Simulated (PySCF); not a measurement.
# Run report: GaBH6, geometry relaxation (part 3 of 3)

GaBH6 (H2Ga(BH4)); HF/6-311G*, RHF (PySCF 2.14.0). The atoms were displaced at random from an optimised geometry.

Geometry of the input (Å):
```
Ga -0.7280  0.7863  0.2637
H  0.8195  -0.0612  0.6618
B  0.6368  -0.8737  -0.2665
H  -0.3374  -0.4788  -0.9003
H  -1.8710  0.5878  1.3975
H  -0.5776  2.3032  -0.2427
H  0.4004  -1.9221  0.1452
H  1.4751  -0.5731  -1.0290
```

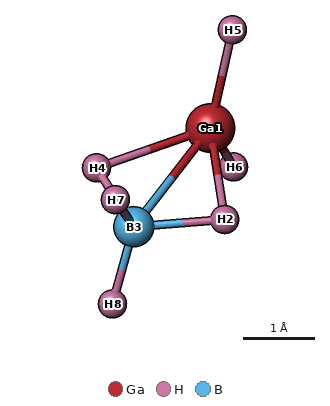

**Figure 1.** The geometry at step 8 of the log (ball-and-stick view, seen at an oblique angle; atoms are numbered from 1 in the order of the input).

Output, continued:
```
--------------- DFRHF_Scanner gradients ---------------
         x                y                z
0 Ga    -0.0000091461     0.0000344106     0.0000005629
1 H    -0.0000374809     0.0000086341    -0.0000018775
2 B     0.0000382052    -0.0000893567    -0.0000538470
3 H     0.0000086021     0.0000143307     0.0000139588
4 H     0.0000085864    -0.0000074082     0.0000087642
5 H     0.0000002470     0.0000008445     0.0000015314
6 H    -0.0000039799     0.0000171938     0.0000193135
7 H    -0.0000050338     0.0000213512     0.0000115936
----------------------------------------------
cycle 15: E = -1951.33576321  dE = -3.09079e-07  norm(grad) = 0.000130681
Step   14 : Displace = 3.219e-04/5.266e-04 (rms/max) Trust = 3.000e-01 (=) Grad = 4.620e-05/1.111e-04 (rms/max) E (change) = -1951.3357632079 (-3.091e-07) Quality = 1.208
Hessian Eigenvalues: 1.65027e-03 8.26503e-03 3.08686e-02 ... 2.03349e-01 2.71226e-01 3.01809e-01

Geometry optimization cycle 16
Cartesian coordinates (Angstrom)
 Atom        New coordinates             dX        dY        dZ
  Ga  -0.743333   0.850725   0.332260    0.000010 -0.000039  0.000048
   H   0.777252  -0.005156   0.720536    0.000311  0.000063 -0.000038
   B   0.619636  -0.813246  -0.289293   -0.000068  0.000122  0.000093
   H  -0.493434  -0.454695  -0.863497    0.000052  0.000019  0.000019
   H  -1.859564   0.450082   1.341695   -0.000139 -0.000020 -0.000124
   H  -0.433616   2.235463  -0.309605   -0.000056 -0.000021  0.000060
   H   0.449852  -1.905119   0.157082   -0.000042  0.000039 -0.000021
   H   1.501065  -0.589667  -1.059596   -0.000069 -0.000163 -0.000036
converged SCF energy = -1951.3357632503
--------------- DFRHF_Scanner gradients ---------------
         x                y                z
0 Ga    -0.0000054491     0.0000231420     0.0000040075
1 H    -0.0000076843    -0.0000044044    -0.0000070000
2 B    -0.0000160624    -0.0000256478    -0.0000231871
3 H     0.0000218931    -0.0000001575     0.0000093436
4 H     0.0000043161    -0.0000041066     0.0000016953
5 H    -0.0000024604    -0.0000014075    -0.0000000140
6 H     0.0000016260     0.0000015172     0.0000107911
7 H     0.0000038210     0.0000110647     0.0000043636
----------------------------------------------
cycle 16: E = -1951.33576325  dE = -4.2367e-08  norm(grad) = 5.52513e-05
Step   15 : Displace = 1.643e-04/3.201e-04 (rms/max) Trust = 3.000e-01 (=) Grad = 1.953e-05/3.812e-05 (rms/max) E (change) = -1951.3357632503 (-4.237e-08) Quality = 1.274
Hessian Eigenvalues: 1.68106e-03 8.22509e-03 3.00729e-02 ... 2.03170e-01 2.71477e-01 3.03460e-01

Geometry optimization cycle 17
Cartesian coordinates (Angstrom)
 Atom        New coordinates             dX        dY        dZ
  Ga  -0.743324   0.850674   0.332278    0.000009 -0.000051  0.000018
   H   0.777338  -0.005153   0.720603    0.000086  0.000003  0.000067
   B   0.619641  -0.813188  -0.289246    0.000005  0.000058  0.000046
   H  -0.493492  -0.454733  -0.863449   -0.000058 -0.000038  0.000048
   H  -1.859664   0.450159   1.341645   -0.000100  0.000077 -0.000050
   H  -0.433573   2.235401  -0.309611    0.000043 -0.000062 -0.000006
   H   0.449924  -1.905127   0.156998    0.000072 -0.000008 -0.000084
   H   1.501008  -0.589645  -1.059635   -0.000057  0.000023 -0.000039
converged SCF energy = -1951.33576325952
--------------- DFRHF_Scanner gradients ---------------
         x                y                z
0 Ga     0.0000021215     0.0000093349     0.0000051914
1 H     0.0000017021    -0.0000027197    -0.0000013000
2 B    -0.0000219258    -0.0000040521    -0.0000081127
3 H     0.0000126045    -0.0000026859     0.0000013926
4 H     0.0000008374    -0.0000013137    -0.0000005532
5 H    -0.0000027809    -0.0000012062    -0.0000017284
6 H     0.0000035557    -0.0000017838     0.0000034400
7 H     0.0000038855     0.0000044265     0.0000016703
----------------------------------------------
cycle 17: E = -1951.33576326  dE = -9.22455e-09  norm(grad) = 3.06859e-05
Step   16 : Displace = 9.282e-05/1.361e-04 (rms/max) Trust = 3.000e-01 (=) Grad = 1.085e-05/2.373e-05 (rms/max) E (change) = -1951.3357632595 (-9.225e-09) Quality = 1.294
Hessian Eigenvalues: 1.69386e-03 8.24466e-03 2.26735e-02 ... 2.02403e-01 2.71421e-01 3.02690e-01

Geometry optimization cycle 18
Cartesian coordinates (Angstrom)
 Atom        New coordinates             dX        dY        dZ
  Ga  -0.743336   0.850641   0.332262   -0.000012 -0.000032 -0.000016
   H   0.777371  -0.005112   0.720614    0.000033  0.000041  0.000011
   B   0.619670  -0.813163  -0.289223    0.000029  0.000025  0.000024
   H  -0.493507  -0.454732  -0.863452   -0.000015  0.000002 -0.000003
   H  -1.859694   0.450156   1.341624   -0.000030 -0.000003 -0.000021
   H  -0.433569   2.235389  -0.309588    0.000004 -0.000012  0.000023
   H   0.449913  -1.905101   0.157000   -0.000011  0.000026  0.000002
   H   1.501010  -0.589691  -1.059655    0.000002 -0.000046 -0.000020
converged SCF energy = -1951.33576326209
--------------- DFRHF_Scanner gradients ---------------
         x                y                z
0 Ga     0.0000049719     0.0000015231     0.0000048016
1 H     0.0000020340     0.0000007587     0.0000024320
2 B    -0.0000134738     0.0000016672    -0.0000035947
3 H     0.0000041560    -0.0000022803    -0.0000029001
4 H    -0.0000001078    -0.0000002911    -0.0000006457
5 H    -0.0000022503    -0.0000006095    -0.0000017454
6 H     0.0000022097    -0.0000007214     0.0000005481
7 H     0.0000024603    -0.0000000467     0.0000011041
----------------------------------------------
cycle 18: E = -1951.33576326  dE = -2.56318e-09  norm(grad) = 1.76302e-05
Step   17 : Displace = 3.795e-05/5.369e-05 (rms/max) Trust = 3.000e-01 (=) Grad = 6.233e-06/1.404e-05 (rms/max) E (change) = -1951.3357632621 (-2.563e-09) Quality = 1.394
Hessian Eigenvalues: 1.69386e-03 8.24466e-03 2.26735e-02 ... 2.02403e-01 2.71421e-01 3.02690e-01
Converged! =D

converged: True
Ga         -0.74333611        0.85064138        0.33226210
H           0.77737103       -0.00511236        0.72061382
B           0.61966975       -0.81316292       -0.28922286
H          -0.49350681       -0.45473183       -0.86345188
H          -1.85969366        0.45015619        1.34162398
H          -0.43356913        2.23538903       -0.30958789
H           0.44991255       -1.90510084        0.15700026
H           1.50101038       -0.58969065       -1.05965452
converged SCF energy = -1951.33576326209
Final energy -1951.3357632620919
```

Trajectory as extended XYZ (Å, eV, eV/Å), 13 of the 18 frames kept, from step=0 to step=17:
```
8
Properties=species:S:1:pos:R:3:forces:R:3 step=0 energy=-53098.23211
Ga   -0.7280    0.7863    0.2637   -0.6406   0.8717   0.8501
H     0.8195   -0.0612    0.6618   -0.0107   0.4079   0.7346
B     0.6368   -0.8737   -0.2665    0.5886   0.8443  -0.2552
H    -0.3374   -0.4788   -0.9003   -1.4200   0.3387  -0.5853
H    -1.8710    0.5878    1.3975    0.5561  -0.3433  -0.6280
H    -0.5776    2.3032   -0.2427    0.2502  -0.7228  -0.1476
H     0.4004   -1.9221    0.1452   -0.0155  -1.0013   0.3505
H     1.4751   -0.5731   -1.0290    0.6918  -0.3952  -0.3191
8
Properties=species:S:1:pos:R:3:forces:R:3 step=1 energy=-53098.46603
Ga   -0.7352    0.8087    0.2956   -0.1520   0.3559   0.2979
H     0.8147   -0.0298    0.6951   -0.0865   0.1147   0.2794
B     0.6289   -0.8493   -0.2684    0.3478   0.2933  -0.3504
H    -0.4008   -0.4267   -0.9097   -0.4789  -0.0374  -0.0913
H    -1.8336    0.5421    1.3663   -0.0362  -0.3299   0.0056
H    -0.5582    2.2504   -0.2667    0.2486  -0.0325  -0.2154
H     0.3956   -1.9344    0.1558    0.0656  -0.0376   0.0090
H     1.5066   -0.5926   -1.0385    0.0916  -0.3265   0.0652
8
Properties=species:S:1:pos:R:3:forces:R:3 step=3 energy=-53098.54314
Ga   -0.7432    0.8417    0.3270   -0.0390   0.1050   0.0289
H     0.8012    0.0103    0.7121   -0.0335  -0.0436  -0.0463
B     0.6248   -0.8179   -0.2802   -0.0469   0.0720  -0.1311
H    -0.4565   -0.3968   -0.9079    0.0938  -0.1496   0.1095
H    -1.8291    0.4334    1.3645   -0.0183  -0.0457  -0.0051
H    -0.4969    2.2411   -0.3113    0.0556   0.0107   0.0078
H     0.3915   -1.8991    0.1678    0.0036   0.0610   0.0044
H     1.5259   -0.6443   -1.0424   -0.0153  -0.0098   0.0321
8
Properties=species:S:1:pos:R:3:forces:R:3 step=4 energy=-53098.54726
Ga   -0.7466    0.8483    0.3280    0.0078   0.0329   0.0099
H     0.7961    0.0177    0.7057    0.0003  -0.0277  -0.0339
B     0.6234   -0.8131   -0.2842   -0.0759   0.0460  -0.0517
H    -0.4620   -0.4071   -0.9018    0.0596  -0.0799   0.0631
H    -1.8305    0.4145    1.3586   -0.0161   0.0015  -0.0195
H    -0.4805    2.2460   -0.3069    0.0135   0.0008   0.0167
H     0.3931   -1.8877    0.1758    0.0027  -0.0010   0.0166
H     1.5247   -0.6502   -1.0455    0.0081   0.0275  -0.0012
8
Properties=species:S:1:pos:R:3:forces:R:3 step=6 energy=-53098.54953
Ga   -0.7472    0.8515    0.3293    0.0362  -0.0126   0.0038
H     0.7944    0.0187    0.6979    0.0023   0.0081   0.0201
B     0.6200   -0.8116   -0.2877    0.0037  -0.0135  -0.0042
H    -0.4687   -0.4271   -0.8887   -0.0355  -0.0008  -0.0053
H    -1.8424    0.4143    1.3462   -0.0112   0.0117  -0.0124
H    -0.4620    2.2492   -0.2962   -0.0047  -0.0018  -0.0004
H     0.4067   -1.8859    0.1817    0.0073  -0.0109   0.0037
H     1.5170   -0.6407   -1.0529    0.0019   0.0198  -0.0053
8
Properties=species:S:1:pos:R:3:forces:R:3 step=7 energy=-53098.55009
Ga   -0.7454    0.8511    0.3316    0.0254  -0.0076  -0.0044
H     0.7946    0.0165    0.6983   -0.0106   0.0082   0.0302
B     0.6186   -0.8122   -0.2886    0.0393  -0.0251  -0.0044
H    -0.4745   -0.4356   -0.8820   -0.0454   0.0095  -0.0107
H    -1.8510    0.4218    1.3404   -0.0039   0.0049  -0.0014
H    -0.4538    2.2473   -0.2937   -0.0029  -0.0006  -0.0052
H     0.4177   -1.8897    0.1803    0.0036   0.0014  -0.0032
H     1.5117   -0.6307   -1.0567   -0.0055   0.0092  -0.0010
8
Properties=species:S:1:pos:R:3:forces:R:3 step=8 energy=-53098.55042
Ga   -0.7435    0.8502    0.3337    0.0086   0.0047  -0.0129
H     0.7938    0.0141    0.7009   -0.0184  -0.0030   0.0253
B     0.6180   -0.8131   -0.2891    0.0460  -0.0164  -0.0082
H    -0.4804   -0.4413   -0.8770   -0.0299   0.0057  -0.0020
H    -1.8574    0.4292    1.3369    0.0031  -0.0007   0.0066
H    -0.4474    2.2445   -0.2938   -0.0006  -0.0002  -0.0051
H     0.4273   -1.8936    0.1772   -0.0012   0.0071  -0.0047
H     1.5075   -0.6216   -1.0592   -0.0077   0.0029   0.0010
8
Properties=species:S:1:pos:R:3:forces:R:3 step=10 energy=-53098.55079
Ga   -0.7419    0.8493    0.3351   -0.0127   0.0188  -0.0178
H     0.7878    0.0081    0.7090   -0.0112  -0.0245   0.0030
B     0.6187   -0.8142   -0.2897    0.0105   0.0193  -0.0057
H    -0.4885   -0.4475   -0.8712    0.0103  -0.0087   0.0150
H    -1.8618    0.4396    1.3366    0.0084  -0.0038   0.0084
H    -0.4395    2.2396   -0.2989    0.0005  -0.0011  -0.0010
H     0.4395   -1.8992    0.1694   -0.0044   0.0003  -0.0010
H     1.5035   -0.6073   -1.0607   -0.0014  -0.0004  -0.0009
8
Properties=species:S:1:pos:R:3:forces:R:3 step=11 energy=-53098.55097
Ga   -0.7420    0.8495    0.3343   -0.0143   0.0165  -0.0133
H     0.7826    0.0030    0.7145   -0.0011  -0.0259  -0.0059
B     0.6195   -0.8144   -0.2899   -0.0119   0.0318   0.0010
H    -0.4919   -0.4508   -0.8679    0.0208  -0.0121   0.0152
H    -1.8616    0.4449    1.3385    0.0067  -0.0027   0.0049
H    -0.4360    2.2373   -0.3035    0.0000  -0.0015   0.0005
H     0.4450   -1.9021    0.1640   -0.0028  -0.0050   0.0001
H     1.5022   -0.5989   -1.0606    0.0027  -0.0012  -0.0024
8
Properties=species:S:1:pos:R:3:forces:R:3 step=13 energy=-53098.55114
Ga   -0.7432    0.8506    0.3323   -0.0018   0.0001  -0.0010
H     0.7766   -0.0048    0.7205    0.0050  -0.0054  -0.0026
B     0.6199   -0.8137   -0.2896   -0.0106   0.0143   0.0056
H    -0.4938   -0.4546   -0.8637    0.0052  -0.0037   0.0014
H    -1.8595    0.4501    1.3418    0.0001   0.0003  -0.0007
H    -0.4334    2.2354   -0.3095   -0.0003  -0.0005   0.0001
H     0.4500   -1.9051    0.1574    0.0004  -0.0034  -0.0011
H     1.5012   -0.5895   -1.0596    0.0019  -0.0016  -0.0016
8
Properties=species:S:1:pos:R:3:forces:R:3 step=14 energy=-53098.55115
Ga   -0.7433    0.8508    0.3322    0.0005  -0.0018   0.0000
H     0.7769   -0.0052    0.7206    0.0019  -0.0004   0.0001
B     0.6197   -0.8134   -0.2894   -0.0020   0.0046   0.0028
H    -0.4935   -0.4547   -0.8635   -0.0004  -0.0007  -0.0007
H    -1.8594    0.4501    1.3418   -0.0004   0.0004  -0.0005
H    -0.4336    2.2355   -0.3097    0.0000   0.0000  -0.0001
H     0.4499   -1.9052    0.1571    0.0002  -0.0009  -0.0010
H     1.5011   -0.5895   -1.0596    0.0003  -0.0011  -0.0006
8
Properties=species:S:1:pos:R:3:forces:R:3 step=16 energy=-53098.55115
Ga   -0.7433    0.8507    0.3323   -0.0001  -0.0005  -0.0003
H     0.7773   -0.0052    0.7206   -0.0001   0.0001   0.0001
B     0.6196   -0.8132   -0.2892    0.0011   0.0002   0.0004
H    -0.4935   -0.4547   -0.8634   -0.0006   0.0001  -0.0001
H    -1.8597    0.4502    1.3416    0.0000   0.0001   0.0000
H    -0.4336    2.2354   -0.3096    0.0001   0.0001   0.0001
H     0.4499   -1.9051    0.1570   -0.0002   0.0001  -0.0002
H     1.5010   -0.5896   -1.0596   -0.0002  -0.0002  -0.0001
8
Properties=species:S:1:pos:R:3:forces:R:3 step=17 energy=-53098.55115
Ga   -0.7433    0.8506    0.3323   -0.0003  -0.0001  -0.0002
H     0.7774   -0.0051    0.7206   -0.0001   0.0000  -0.0001
B     0.6197   -0.8132   -0.2892    0.0007  -0.0001   0.0002
H    -0.4935   -0.4547   -0.8635   -0.0002   0.0001   0.0001
H    -1.8597    0.4502    1.3416    0.0000   0.0000   0.0000
H    -0.4336    2.2354   -0.3096    0.0001   0.0000   0.0001
H     0.4499   -1.9051    0.1570   -0.0001   0.0000   0.0000
H     1.5010   -0.5897   -1.0597   -0.0001   0.0000  -0.0001
```

Results in brief:

- outcome: converged
- total energy: −1951.335763 hartree
- basis functions: 80
- HOMO: −12.22 eV
- LUMO: 1.22 eV
- dipole moment: 1.74 D
- hardware: 1 thread of Intel Xeon @ 2.50GHz (Skylake/Cascade Lake), 189 GiB of memory available, shared host
- wall time: 86 s (CPU time 52 s; the host was busy)
- peak memory: 0.22 GiB
